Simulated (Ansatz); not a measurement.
# CH₃CaP: what the fields show

Input

```
crystal:
  periodic: [false, false, false]
  atoms:
    - {symbol: C, position_ang: [0.042496, -0.595060, -1.160382]}
    - {symbol: Ca, position_ang: [-0.590940, 0.592062, 1.126008]}
    - {symbol: P, position_ang: [-1.628429, -0.759380, -0.992445]}
    - {symbol: H, position_ang: [0.800084, -0.101767, -0.489271]}
    - {symbol: H, position_ang: [1.241394, 1.187368, 1.694302]}
    - {symbol: H, position_ang: [0.595045, -0.994532, -2.024483]}
basis:
  gaussian:
    orbitals: def2-TZVPD
hamiltonian:
  xc: pbe0
output: {forces: true, orbitals: {seedname: orbitals}}
```

Run with:

```sh
ansatz run input.yaml --threads 1 --pin off --max-ram 2610MiB --events-out events.jsonl --progress --plain --runs-dir runs
```

Geometry: PBE0-D3(BJ)/def2-SVP.

All numbers below come from Ansatz 0.2.0, isolated molecule in a Gaussian basis; Kohn-Sham density functional theory, functional PBE0.

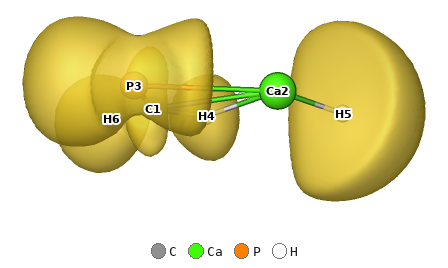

Figure 1. Isosurface of the electron localisation function at 0.8 (yellow), seen from one side. Only the valence region is drawn (cores and ρ < 0.01 e/Å³ removed).

> Where are the electrons localised?

At this value the surface marks out one region between bonded C–P atoms (shared pairs), three regions around hydrogen nuclei and one lobe on P, pointing away from the bonds (lone pairs). Along the contacts the grid gives the following. C–P (1.69 Å): the ELF peaks at about 0.90 between the atoms, as expected for a covalent bond. C–Ca (2.65 Å): the ELF peaks at about 0.65 in the valence shell of C, 0.7 Å from its nucleus, and is about 0.05 at the midpoint.

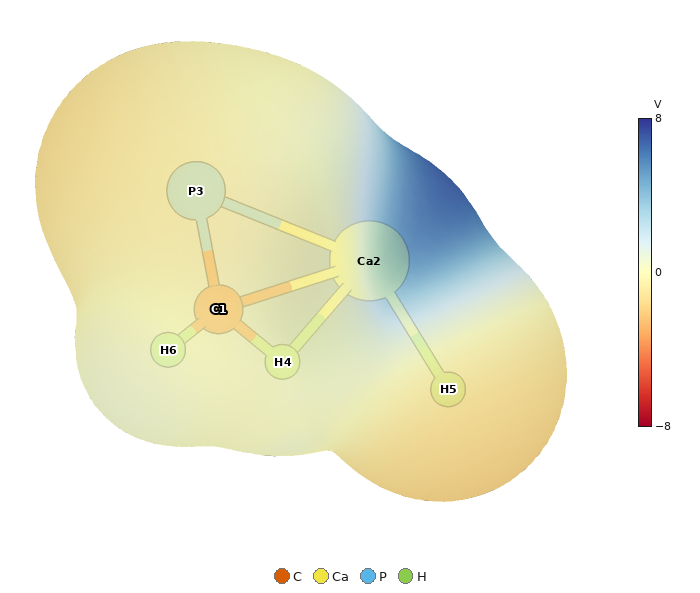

Figure 2. The electrostatic potential painted on the density surface at 0.002 e/bohr³, seen at a tilt; red is negative and blue positive.

> Which sites attract a positive test charge, and which a negative one?

A positive charge is drawn to the negative regions and a negative charge to the positive ones. The most negative region (about −1.8 V) lies over H5, the most positive (about +7.0 V) over Ca2.

> How polar is the molecule by this calculation?

Its dipole moment is 4.39 D.

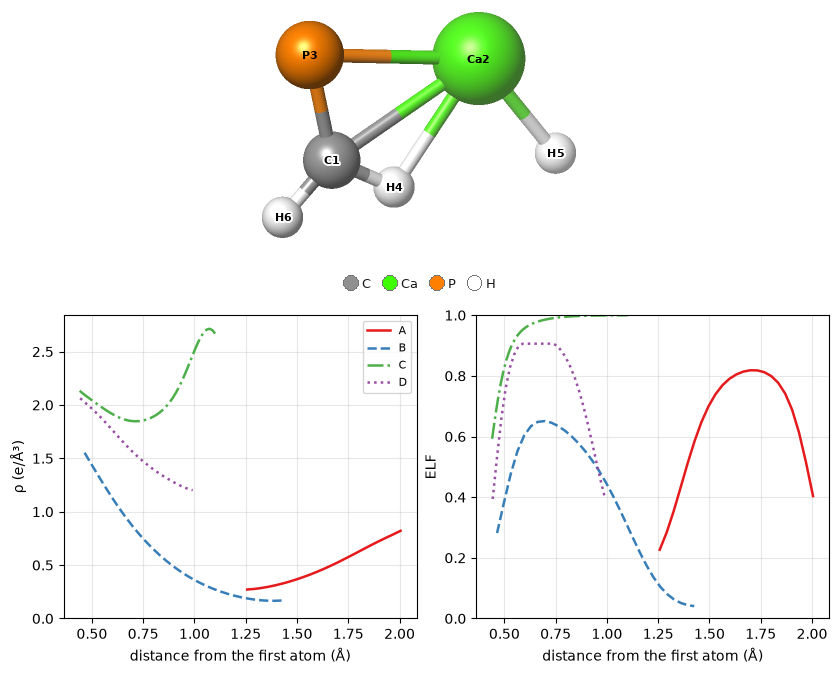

Figure 3. Total electron density and electron localisation function along straight lines between neighbouring atoms. The curves leave out the atomic cores. The structure is drawn too.

> Which curve belongs to which contact (Ca–P, C–Ca, C–H and C–P)? The first atom named is at distance zero.

Curve A: Ca–P (2.72 Å): the density is about 0.3 e/Å³ at the midpoint; the ELF peaks at about 0.80 in the valence shell of P, 1.0 Å from its nucleus, and is about 0.45 at the midpoint. Curve B: C–Ca (2.65 Å): ρ at the midpoint is about 0.17 e/Å³; the ELF peaks at about 0.65 in the valence shell of C, 0.7 Å from its nucleus, and is about 0.05 at the midpoint. Curve C: C–H (1.10 Å): ρ at the midpoint is about 2 e/Å³; the ELF climbs to about 1 towards the hydrogen, as it does in any bond to H (an ordinary covalent bond to hydrogen). Curve D: C–P (1.69 Å): ρ at the midpoint is about 1.3 e/Å³; the ELF peaks at about 0.90 between the atoms: localised, covalent bonding.

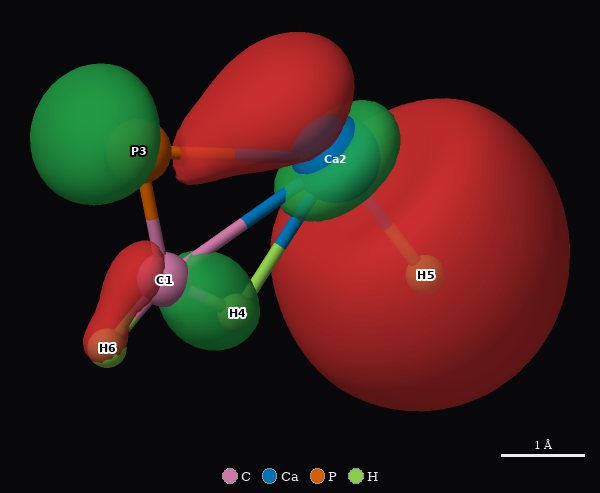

Figure 4. The HOMO−1 at ±0.06 Å⁻³ᐟ² (green and red are the two phases), seen at a tilt.

> What is the character of this orbital?

By Hirshfeld shares it lies mainly on H5 (about 60 %) and Ca2 (about 35 %); it is symmetric in the molecular plane (an in-plane orbital: σ, lone-pair or in-plane π type). Its energy is −6.37 eV.
